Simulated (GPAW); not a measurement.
Band structure of CsAu (Pm-3m, 2 atoms in the cell).

```
CELL_PARAMETERS angstrom
      4.18306     0.00000     0.00000
      0.00000     4.18306     0.00000
      0.00000     0.00000     4.18306
ATOMIC_POSITIONS crystal
  Cs 0.00000 0.00000 0.00000
  Au 0.50000 0.50000 0.50000
```

Level of theory: PBEsol, GPAW PAW datasets PBEsol (made by gpaw-setup) (plane waves; GPAW 25.7.0).

Settings: mode = pw; ecut = 600 eV; xc = PBEsol; kpts = 6 6 6; mesh shift (steps) = 0 0 0; occupations.name = fermi-dirac; occupations.width = 0.05 eV; nbands = -6; convergence.forces = 0.001 eV/Å; convergence.bands = -4; symmetry.symmorphic = false; symmetry.tolerance = 0.0005; maxiter = 100; bandpath_npoints = 40.

The starting cell comes from a database of computed structures (which also holds hypothetical and non-ambient phases and stackings), without a prior relaxation at this level. Its lattice was rescaled by a random factor within 2.5 % of one. Spin-orbit coupling is off.

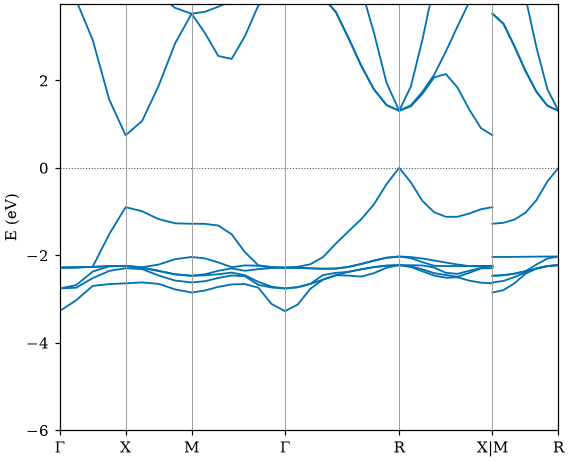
*Bands along the path, energies from the top of the valence band on the SCF mesh.*

Q: Read off roughly the gap and where its edges lie.

A: The gap along the path is about 0.7 eV (computed: 0.74 eV), from R to X; the smallest direct gap on it is 1.31 eV.

Levels in eV from the top of the valence band on the SCF mesh, bands 7 to 14:
| point | 7 | 8 | 9 | 10 | 11 | 12 | 13 | 14 |
|---|---|---|---|---|---|---|---|---|
| Γ | -2.76 | -2.28 | -2.28 | -2.28 | 3.91 | 3.91 | 6.65 | 6.65 |
| X | -2.25 | -2.24 | -2.24 | -0.90 | 0.74 | 3.85 | 4.39 | 4.39 |
| M | -2.47 | -2.47 | -2.04 | -1.28 | 3.53 | 3.53 | 4.42 | 6.82 |
| R | -2.23 | -2.03 | -2.03 | 0.00 | 1.31 | 1.31 | 1.31 | 9.37 |
